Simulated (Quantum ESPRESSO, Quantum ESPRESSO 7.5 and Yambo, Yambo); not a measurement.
# In2O3 (R-3c): the gap under hydrostatic strain

Does LDA give the same change of gap under hydrostatic strain as G0W0? The case is In2O3 (R-3c).

Main program and level: Quantum ESPRESSO 7.5 and Yambo 5.3.0; LDA and many-body steps on it, plane waves.

## (1) The structure

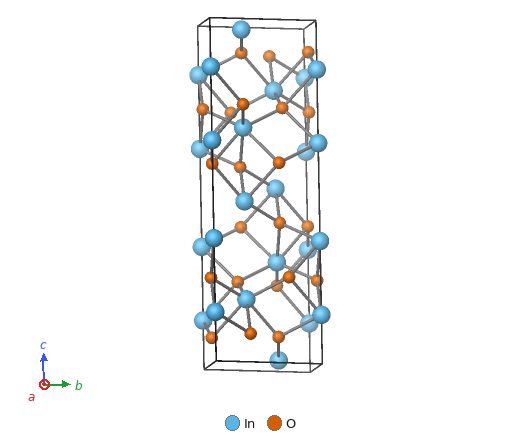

The cell as given, slightly off an axis (indium blue, oxygen orange). This picture shows the conventional cell, with its axes. Some periodic images of atoms are drawn too.

The cell and positions come from the Crystallography Open Database and are kept as given unless a step says otherwise.

## (2) Ground state

This step: Quantum ESPRESSO 7.5; DFT, LDA, plane waves, norm-conserving pseudopotentials.

The ground-state density comes first.

Contents of pw.in:

```
&control
  calculation = 'scf'
  prefix = 'x'
  outdir = 'o'
  pseudo_dir = 'pseudo'
  tprnfor = .true.
  tstress = .true.
/
&system
  ibrav = 0
  nat = 10
  ntyp = 2
  ecutwfc = 80.0
  nbnd = 69
  force_symmorphic = .true.
/
&electrons
  conv_thr = 1e-10
  electron_maxstep = 80
  mixing_beta = 0.5
/
ATOMIC_SPECIES
  In 114.82 In.upf
  O 15.999 O.upf
CELL_PARAMETERS angstrom
  2.7435000000 1.5839604635 4.8366666667
  -2.7435000000 1.5839604635 4.8366666667
  -0.0000000000 -3.1679209270 4.8366666667
ATOMIC_POSITIONS crystal
  In 0.3573100000 0.3573100000 0.3573100000
  In 0.1426900000 0.1426900000 0.1426900000
  In 0.6426900000 0.6426900000 0.6426900000
  In 0.8573100000 0.8573100000 0.8573100000
  O 0.5480000000 0.9520000000 0.2500000000
  O 0.2500000000 0.5480000000 0.9520000000
  O 0.9520000000 0.2500000000 0.5480000000
  O 0.4520000000 0.0480000000 0.7500000000
  O 0.7500000000 0.4520000000 0.0480000000
  O 0.0480000000 0.7500000000 0.4520000000
K_POINTS automatic
  4 4 4 0 0 0
```

On the command line:

```bash
OMP_NUM_THREADS=1 mpirun -n 8 pw.x -nk 8 -in pw.in > pw.out
```

The program printed:

```text
Program PWSCF v.7.5 starts

     This program is part of the open-source Quantum ESPRESSO suite
     for quantum simulation of materials; please cite
         "P. Giannozzi et al., J. Phys.:Condens. Matter 21 395502 (2009);
         "P. Giannozzi et al., J. Phys.:Condens. Matter 29 465901 (2017);
         "P. Giannozzi et al., J. Chem. Phys. 152 154105 (2020);
     in publications or presentations arising from this work. More details at
     Message from routine setup:
[...]
total   stress  (Ry/bohr**3)                   (kbar)     P=      -34.39
  -0.00022465   0.00000000   0.00000000          -33.05        0.00        0.00
  -0.00000000  -0.00022465  -0.00000000           -0.00      -33.05       -0.00
   0.00000000  -0.00000000  -0.00025202            0.00       -0.00      -37.07

     XML data file, charge density, pseudopotentials, collected wavefunctions

=------------------------------------------------------------------------------=
   JOB DONE.
=------------------------------------------------------------------------------=
[key lines of the parts left out:]
!    total energy              =   -1793.14548343 Ry
convergence has been achieved in  11 iterations
```

Run time: 29 s. Hardware: 8 MPI ranks of Arm Neoverse V2, shared host; peak memory 1.4 GiB; 3.8 min of CPU time.

Numbers from this step:

```
total energy               : -24396.9872 eV
gap                        : 1.206 eV
k of the valence top       : 0, 0, 0.25
k of the conduction bottom : 0, 0, 0
least direct gap           : 1.254 eV
pressure                   : -3.439 GPa
```

The gap is indirect, with the least direct gap 0.05 eV higher.

With these pseudopotential files and this cutoff the stress is not reliable, so the pressure is no result.

## (3) Empty states on the mesh, 4×4×4 mesh, 146 bands

The sums over transitions need many empty states on a uniform mesh; this step solves for them.

Changes to pw.in since step 2:

```diff
@@ -1,3 +1,3 @@
 &control
-  calculation = 'scf'
+  calculation = 'nscf'
   prefix = 'x'
@@ -5,4 +5,2 @@
   pseudo_dir = 'pseudo'
-  tprnfor = .true.
-  tstress = .true.
 /
@@ -13,3 +11,3 @@
   ecutwfc = 80.0
-  nbnd = 69
+  nbnd = 146
   force_symmorphic = .true.
@@ -17,5 +15,6 @@
 &electrons
-  conv_thr = 1e-10
+  conv_thr = 1e-9
   electron_maxstep = 80
-  mixing_beta = 0.5
+  diago_full_acc = .true.
+  diago_thr_init = 5e-6
 /
```

On the command line:

```bash
OMP_NUM_THREADS=1 mpirun -n 8 pw.x -nk 4 -in pw.in > pw.out
```

The program printed:

```text
[banner, memory and clock lines left out]
Program PWSCF v.7.5 starts

     Atomic positions and unit cell read from directory:
     o/x.save/

     Message from routine setup:
     using ibrav=0 with symmetry is DISCOURAGED, use correct ibrav instead

     bravais-lattice index     =            0
     lattice parameter (alat)  =      10.9260  a.u.
     unit-cell volume          =     851.0269 (a.u.)^3
     number of atoms/cell      =           10
     number of atomic types    =            2
     number of electrons       =       120.00
[...]
[... 7 further rows ...]
[...]
50.6725  50.9494

          k = 0.0000 0.6084-0.1992 ( 10260 PWs)   bands (ev):

  -101.7128-101.7128-101.7124-101.7124 -60.3485 -60.3485 -60.3425 -60.3425
[...]
22.8630  22.8630  23.7257  23.7257  24.6509  24.6509  25.1283  25.1283
     [... 7 further rows ...]
    48.3908  48.3908  48.9333  48.9333  49.2980  49.2980  50.2835  50.2835
    50.8488  50.8488

          k =-0.2634-0.1521 0.1992 ( 10292 PWs)   bands (ev):

     [... further k-points ...]

     highest occupied, lowest unoccupied level (ev):    10.7008   11.9064

     XML data file, pseudopotentials, collected wavefunctions
```

Wall time 24 s (8 MPI ranks); peak memory 1 GiB; 3.1 min of CPU time.

Numbers from this step:

```yaml
gap: 1.206 eV
k_of_the_valence_top: 0, 0, 0.25
k_of_the_conduction_bottom: 0, 0, 0
least_direct_gap: 1.254 eV
k_points_computed: 14
lowest_point_of_the_top_converged_band_above_the_valence_top: 40.15 eV
```

On this mesh the gap is 1.206 eV.

## (4) Conversion and set-up

This step: Yambo 5.3.0; conversion and set-up on LDA, plane waves, norm-conserving pseudopotentials.

The states are converted to the many-body program's format and the q mesh is built.

On the command line:

```bash
(cd o/x.save; p2y > p2y.log; mv SAVE ../..); yambo > setup.log
```

The program printed:

```text
 Yambo, version 5.3.0

 [02] CORE Variables Setup
 =========================

  [02.01] Unit cells
  ==================

  Cell kind             :  Unknown
  Atoms in the cell     :  In  O
  number of In atoms    :   4
  number of O  atoms    :   6

  List of atomic masses
  Mass of In    :  114.8200
  Mass of O     :  15.99900

  List of atomic coordinates    : [cc]
  In1       :  0.12860E-15 -0.66283E-17   9.7974      order 1
  In2       :  0.15299E-16 -0.79019E-17   3.9125      order 2
  In3       :  0.17466E-15  0.66283E-17   17.623      order 3
[...]
Q [ 1]         [rlu]:  0.000000  0.000000  0.000000
 Q [ 2]         [rlu]:  0.24296E-16  0.24296E-16  0.25000
 Q [ 3]         [rlu]: -0.10915E-15 -0.10915E-15 -0.50000
[...]
Q [ 8]         [rlu]:  0.250000  0.250000  0.250000
 Q [ 9]         [rlu]:  0.250000  0.250000  0.500000
 Q [10]         [rlu]:  0.250000  0.250000 -0.250000
 Q [11]         [rlu]:  0.250000  0.500000  0.500000
 Q [12]         [rlu]:  0.250000  0.500000  0.750000
 Q [13]         [rlu]: -0.500000 -0.500000 -0.500000
 Q [14]         [rlu]: -0.25000      0.28042E-16 -0.50000

  [03.01] X indexes
  =================

   [03.01.01] Sigma indexes
   ========================

 [06] Game Over & Game summary
```

Run time: 2.9 s. Hardware: 1 MPI rank; peak memory 0.26 GiB.

## (5) G0W0, strain +0 %

Now the one-shot GW correction: screening in the RPA, then the self-energy of the levels asked for.

This step: G0W0 on LDA, plane waves, norm-conserving pseudopotentials.

Contents of gw1.in:

```
HF_and_locXC
gw0
dyson
ppa
em1d
rim_cut
RandQpts= 1000000
RandGvec= 1 RL
EXXRLvcs= 80 Ry
VXCRLvcs= 320 Ry
Chimod= "HARTREE"
% BndsRnXp
 1 | 146 |
%
NGsBlkXp= 7 Ry
% LongDrXp
 1 | 1 | 1 |
%
% GbndRnge
 1 | 146 |
%
DysSolver= "n"
ExtendOut
PPAPntXp= 27.21138 eV
% QPkrange
 2 | 2 | 59 | 62 |
 1 | 1 | 59 | 62 |
%
```

On the command line:

```bash
OMP_NUM_THREADS=2 mpirun -n 4 yambo -F gw1.in -J gw1 -C gw1 > gw1.log
```

The program printed:

```text
 Yambo, version 5.3.0

 [02] CORE Variables Setup
 =========================

  [... cell, symmetries and grids as in the set-up ...]

  [02.05] Energies & Occupations
  ==============================

  [X] === General ===
  [X] Electronic Temperature                        :  0.000000  0.000000 [eV K]
  [X] Bosonic    Temperature                        :  0.000000  0.000000 [eV K]
  [X] Finite Temperature mode                       : no
  [X] El. density                                   :  0.95156E+24 [cm-3]
  [X] Fermi Level                                   :  10.70078 [eV]

  [X] === Gaps and Widths ===
  [X] Conduction Band Min                           :  1.205638 [eV]
  [X] Valence Band Max                              :  0.000000 [eV]
  [X] Filled Bands                                  :   60
  [X] Empty Bands                                   :   61  146
  [X] Direct Gap                                    :  1.253659 [eV]
  [X] Direct Gap localized at k                     :  1
  [X] Indirect Gap                                  :  1.205638 [eV]
  [X] Indirect Gap between kpts                     :  2  1
  [X] Last valence band width                       :  0.190264 [eV]
  [X] 1st conduction band width                     :  4.259408 [eV]

 [03] Transferred momenta grid and indexing
 ==========================================

 IBZ Q-points                                      :  14
 BZ  Q-points                                      :   64

 K/Q-points units:
 rlu = crystal or reduced units; cc = cartesian coordinates; iku = interal k-units

 Q [ 1]         [rlu]:  0.000000  0.000000  0.000000
 Q [ 2]         [rlu]:  0.24296E-16  0.24296E-16  0.25000
 Q [ 3]         [rlu]: -0.10915E-15 -0.10915E-15 -0.50000
[...]
Q [ 8]         [rlu]:  0.250000  0.250000  0.250000
 Q [ 9]         [rlu]:  0.250000  0.250000  0.500000
 Q [10]         [rlu]:  0.250000  0.250000 -0.250000
 Q [11]         [rlu]:  0.250000  0.500000  0.500000
 Q [12]         [rlu]:  0.250000  0.500000  0.750000
 Q [13]         [rlu]: -0.500000 -0.500000 -0.500000
 Q [14]         [rlu]: -0.25000      0.28042E-16 -0.50000

 [04] Coloumb potential Random Integration (RIM)
 ===============================================

  [04.01] RIM initialization
  ==========================

  * Diagonal components only detected *

  8 x (sBL volume)        :  0.036434 [a.u.]
  sBZ random points       :  1000000
  Points outside the sBZ  :   7968061
  RL volume               :  0.291472 [a.u.]
  Integrated volume       :  0.292640 [a.u.]

  [04.02] RIM integrals
  =====================

  Gamma point sphere radius             :  0.060134 [a.u.]
  Points outside the sphere             :   800578
  [Int_sBZ(q=0) 1/q^2]*(Vol_sBZ)^(-1/3) =:  7.773960
                                 should be <:  7.795600

  Summary of Coulomb integrals for non-metallic bands |Q|[au] RIM/Bare

[...]
Electronic Temperature                           :  0.000000 [K]
  Bosonic    Temperature                           :  0.000000 [K]
  PPA    diel. fun.  energies                      : Slater exchange(X)+Perdew & Wang(C)
  wavefunctions                                    : Slater exchange(X)+Perdew & Wang(C)
  Global Gauge                                     : length
  X matrix size                                    :  289
  X band range                                     :    1  146
  X e/h energy range                               : -1.000000 -1.000000 [eV]
  X Time ordering                                  : R
  X Hxc Kernel                                     : HARTREE
  X Drude frequency                                :  0.000000  0.000000
  X poles                                          :  100.0000 [o/o]
  RL vectors in the sum                            :  12255
  [r,Vnl] included                                 : yes
  Field direction                                  :  0.577350E-5  0.577350E-5  0.577350E-5
  BZ energy Double Grid                            : no
  BZ energy DbGd points                            : 0
  BZ Q point size factor                           : -1.000000
  X Optical Averaged directions                    : none

 [07] Local Exchange-Correlation + Non-Local Fock
 ================================================

 [VXC] Plane waves :   82163
 [EXS] Plane waves :  10293

 QP @ state[ 1 ] K range:  1  2
 QP @ state[ 1 ] b range:   59   62

 [xc] Functional : Slater exchange(X)+Perdew & Wang(C)
 [xc] LIBXC used to calculate xc functional
  PP Number of Atomic Species                      :  2
  NLCC RL compoments                               :   82163
  PP Number of Atomic Species                      :  2
  NLCC RL compoments                               :   82163

 [xc] E_xc :  -85.95236 [Ha]
      E_xc :  -171.9047 [Ry]

  Local XC kind (lXC) : Slater exchange(X)+Perdew & Wang(C)
  Non-Local XC kind (nlXC) : Hartree-Fock

  Corrections @ K [1] :  [eV]
 <59|nlXC|59> = -26.00271  0.75455E-17 <59|lXC|59> = -20.93305  0.000000
 <60|nlXC|60> = -26.00270 -0.10959E-17 <60|lXC|60> = -20.93305 -0.28323E-15
 <61|nlXC|61> = -11.26508 -0.20503E-17 <61|lXC|61> = -15.06729  0.37763E-15
[...]
Corrections @ K [2] :  [eV]
[...]
<61|nlXC|61> = -13.25496 -0.36793E-18 <61|lXC|61> = -16.80529  0.14161E-15
 <62|nlXC|62> = -11.23873  0.56303E-18 <62|lXC|62> = -16.82039  0.000000

 [08] Dyson equation: Newton solver
 ==================================

  [08.01] G0W0 (W PPA)
  ====================

  [  GW  ] Bands range     :    1  146
  [GW/PPA] G damping       :  0.100000 [eV]

  QP @ state[ 1 ] K range:  1  2
  QP @ state[ 1 ] b range:   59   62

   Sc/G bands                                       :    1  146
   Sc/G damping                                     :  0.100000 ev
   Sc bands terminator                              : no
   Sx RL components                                 :  10293

   QP @ state[ 1 ] K range                          :  1  2
   QP @ state[ 1 ] b range                          :   59   62
   GF energies kind                                 : Slater exchange(X)+Perdew & Wang(C)
   GF WF`s kind                                     : Slater exchange(X)+Perdew & Wang(C)
   Xs energies kind                                 : Slater exchange(X)+Perdew & Wang(C)
   Xs WF`s kind                                     : Slater exchange(X)+Perdew & Wang(C)

 [11] Game Over & Game summary
```

Wall time 9.6 min (4 MPI ranks); peak memory 9.5 GiB.

This step gave:

```yaml
g0w0_gap_on_the_points_computed: 2.613 eV
starting_gap_on_the_mesh: 1.206 eV
k_of_the_valence_top: 0, 0, 0.25
k_of_the_conduction_bottom: 0, 0, 0
least_direct_g0w0_gap_on_the_computed_points: 2.648 eV
z_at_the_valence_top: 0.7784
z_at_the_conduction_bottom: 0.8370
```

The gap on the mesh goes from 1.21 eV to 2.61 eV, a correction of +1.41 eV.

## (6) G0W0, strain -1 %

The cell differs from the one that the last finished run ended in (a 5.782 → 5.724 Å, b 5.782 → 5.724 Å, c 5.782 → 5.724 Å).

gw2.in, as its differences from gw1.in of step 5:

```diff
@@ -14,3 +14,3 @@
 %
-NGsBlkXp= 7 Ry
+NGsBlkXp= 289 RL
 % LongDrXp
```

On the command line:

```bash
OMP_NUM_THREADS=2 mpirun -n 4 yambo -F gw2.in -J gw2 -C gw2 > gw2.log
```

The program printed:

```text
 Yambo, version 5.3.0

 [02] CORE Variables Setup
 =========================

  [... cell, symmetries and grids as in the set-up ...]

  [02.05] Energies & Occupations
  ==============================

  [X] === General ===
  [X] Electronic Temperature                        :  0.000000  0.000000 [eV K]
  [X] Bosonic    Temperature                        :  0.000000  0.000000 [eV K]
  [X] Finite Temperature mode                       : no
  [X] El. density                                   :  0.98068E+24 [cm-3]
[...]
Sc/G damping                                     :  0.100000 ev
   Sc bands terminator                              : no
   Sx RL components                                 :  10069

   QP @ state[ 1 ] K range                          :  1  2
   QP @ state[ 1 ] b range                          :   59   62
   GF energies kind                                 : Slater exchange(X)+Perdew & Wang(C)
   GF WF`s kind                                     : Slater exchange(X)+Perdew & Wang(C)
   Xs energies kind                                 : Slater exchange(X)+Perdew & Wang(C)
   Xs WF`s kind                                     : Slater exchange(X)+Perdew & Wang(C)

 [11] Game Over & Game summary
```

Elapsed: 9.4 min, on 4 MPI ranks; peak memory 8.4 GiB.

Numbers from this step:

```
G0W0 gap on the points computed              : 2.904 eV
starting gap on the mesh                     : 1.425 eV
k of the valence top                         : 0, 0, 0.25
k of the conduction bottom                   : 0, 0, 0
least direct G0W0 gap on the computed points : 2.908 eV
```

The gap on the mesh goes from 1.42 eV to 2.90 eV, a correction of +1.48 eV.

Ground state, empty states and screening of this cell were made anew, as for the first cell; those steps are not shown. 

## (7) G0W0, strain +1 %

The cell differs from the one that the last finished run ended in (a 5.724 → 5.840 Å, b 5.724 → 5.840 Å, c 5.724 → 5.840 Å).

gw3.in is the same as gw2.in of step 6.

On the command line:

```bash
OMP_NUM_THREADS=2 mpirun -n 4 yambo -F gw3.in -J gw3 -C gw3 > gw3.log
```

The program printed:

```text
 Yambo, version 5.3.0

 [02] CORE Variables Setup
 =========================

  [... cell, symmetries and grids as in the set-up ...]

  [02.05] Energies & Occupations
  ==============================

  [X] === General ===
  [X] Electronic Temperature                        :  0.000000  0.000000 [eV K]
  [X] Bosonic    Temperature                        :  0.000000  0.000000 [eV K]
  [X] Finite Temperature mode                       : no
  [X] El. density                                   :  0.92357E+24 [cm-3]
[...]
Sc/G damping                                     :  0.100000 ev
   Sc bands terminator                              : no
   Sx RL components                                 :  10623

   QP @ state[ 1 ] K range                          :  1  2
   QP @ state[ 1 ] b range                          :   59   62
   GF energies kind                                 : Slater exchange(X)+Perdew & Wang(C)
   GF WF`s kind                                     : Slater exchange(X)+Perdew & Wang(C)
   Xs energies kind                                 : Slater exchange(X)+Perdew & Wang(C)
   Xs WF`s kind                                     : Slater exchange(X)+Perdew & Wang(C)

 [11] Game Over & Game summary
```

Wall time 9.8 min (4 MPI ranks); peak memory 9.5 GiB.

This step gave:

* G0W0 gap on the points computed: 2.325 eV
* starting gap on the mesh: 0.9945 eV
* k of the valence top: 0, 0, 0.25
* k of the conduction bottom: 0, 0, 0
* least direct G0W0 gap on the computed points: 2.388 eV

The gap on the mesh goes from 0.99 eV to 2.33 eV, a correction of +1.33 eV.

Again on this cell's own states.

(Continued in part 2 of 2.)

[Paths, hosts, dates, memory and timing lines, banners, echoed tables and standing remarks are left out of the program output.]

[Logs are printed without paths, hosts, clocks, repeated set-up lines and the standing remarks that a program may print on its own settings, such as how far it seeks lower states.]

[Runs of the session that timed out or met a known fault of the program may be left out.]

[Hosts, paths, dates, database ids (printed as entryN), source tags and the programs' standing remarks are cut or masked in the printed files.]
